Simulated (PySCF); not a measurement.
Input file:

```
{"job": {"kind": "nmr", "xc": "PBE0", "basis": "pcSseg-1", "solvent": "benzene", "pop": false}, "charge": 0, "multiplicity": 1}
C     -2.676875    -1.407730     0.451993
B     -1.607809    -0.330842    -0.008748
O     -1.992272     0.761338    -0.746337
B     -1.083165     1.684011    -1.149336
O      0.226269     1.540919    -0.828371
B      0.641283     0.455377    -0.087396
O      1.909207     0.315829     0.241170
Si     3.477188     0.019483     0.437620
O     -0.289586    -0.472178     0.313161
H     -3.095373    -1.921210    -0.410138
H     -3.509333    -0.933827     0.964875
H     -2.244510    -2.153065     1.111078
H     -1.424881     2.609225    -1.777926
H      3.659833    -1.433163     0.461075
H      4.193517     0.622255    -0.687842
H      3.816508     0.643579     1.715122
```

Run with:

```sh
OMP_NUM_THREADS=1 python ens_run.py task.json out
```

Geometry: GFN2-xTB.

The calculation used PySCF, PBE0/pcSseg-1, SCF density, in a benzene solvent model, non-relativistic.

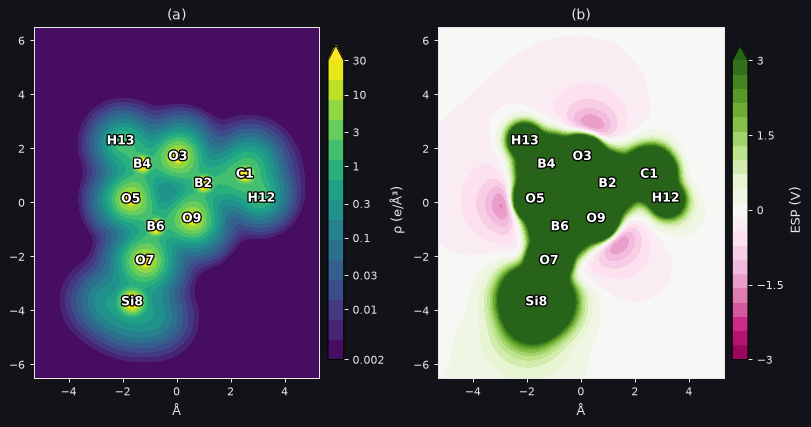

CH7B3O4Si (SMILES CB1OBOB(O[SiH3])O1). (a) total electron density; (b) molecular electrostatic potential on the plane of atoms O3, B4 and H13.

**What do the fields say about this system?**

- The section cuts through C, B, O, Si and H sites.
- B–O (1.32 Å): ρ is about 2.3 e/Å³ halfway.
- C–B (1.59 Å): ρ at the midpoint is about 1.4 e/Å³.
- Si–O (1.61 Å): the density is about 1.1 e/Å³ at the midpoint.
- C–H (1.08 Å): ρ at the midpoint is about 2 e/Å³.
- B–O (1.36 Å): ρ is about 2.1 e/Å³ halfway.
- Outside the dense part of the molecule the potential is most negative (−1.6 V) near O5.
